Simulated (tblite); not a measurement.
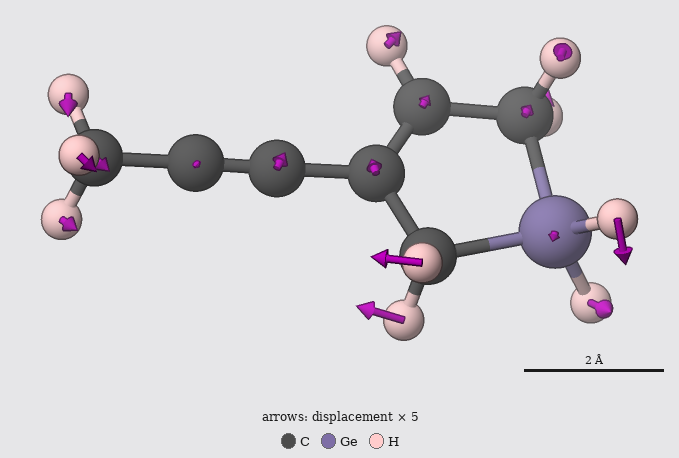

This is a relaxation of C₇H₁₀Ge. The starting structure is drawn; purple arrows show the displacements, 5 times their true length. The two geometries are superimposed by the best rigid fit.

A ball-and-stick model, seen at a tilt.

Computed with tblite 0.8.0, GFN2-xTB geometry optimisation, gas phase. 

Which element moves most?

Hydrogen: up to 0.15 Å, against 0.07 Å for carbon.

What did the optimiser do to the structure, and how much energy did it gain?

The largest moves after the best rigid fit, 0.15 Å, are those of H atoms. By element the largest moves are H 0.15 Å, C 0.07 Å, Ge 0.03 Å. Among the contacts that change: C–Ge 1.921 → 1.983 Å, Ge–H 1.565 → 1.505 Å, C–C 1.451 → 1.413 Å, C–C 1.477 → 1.446 Å. Bond angles that change, for instance: H–Ge–H 115.7° → 106.6°, H–C–H 111.2° → 106.5°, Ge–C–H 109.5° → 113.5°. Over 48 geometry steps the energy falls by 29.5 kJ/mol.
